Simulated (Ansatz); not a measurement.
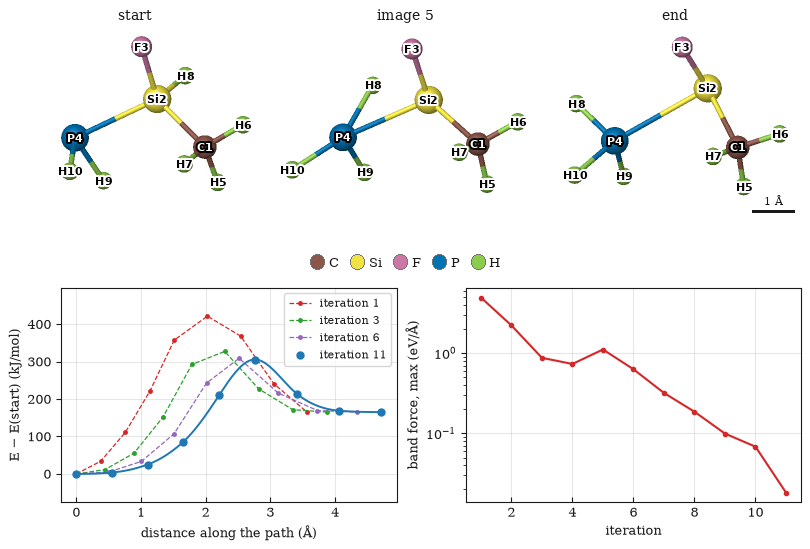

A search for the minimum-energy path of CH6FPSi by the nudged elastic band. Images are numbered from 0 (start) to 8 (end). The plot follows the band through its iterations. The picture is a ball-and-stick view, seen at a tilt.

Computed with UKS B3LYP-D4/def2-SVP (Ansatz). Settings: 7 movable images; climbing image; force threshold 0.05 eV/Å; iteration limit 40; starting path through a guess of the saddle point.

Question: Judge this run.

Answer: The result is final at these settings. The band converged in 11 iterations. The largest component of the band force went from 4.9 to 0.018 eV/Å. The climbing image converged on the top of the path. Its vibrational analysis gives one imaginary mode (1121i cm⁻¹), as a transition state must have. The first iteration put the highest image at 421.5 kJ/mol. Forward barrier 305.6 kJ/mol, backward barrier 140.5 kJ/mol, with image 5 at the top; the reaction energy is +165.2 kJ/mol.

The run took 4.3 min on 2 threads of Intel(R) Xeon(R) Platinum 8259CL CPU @ 2.50GHz (Skylake/Cascade Lake), with other jobs on the host, peak memory 0.3 GiB.
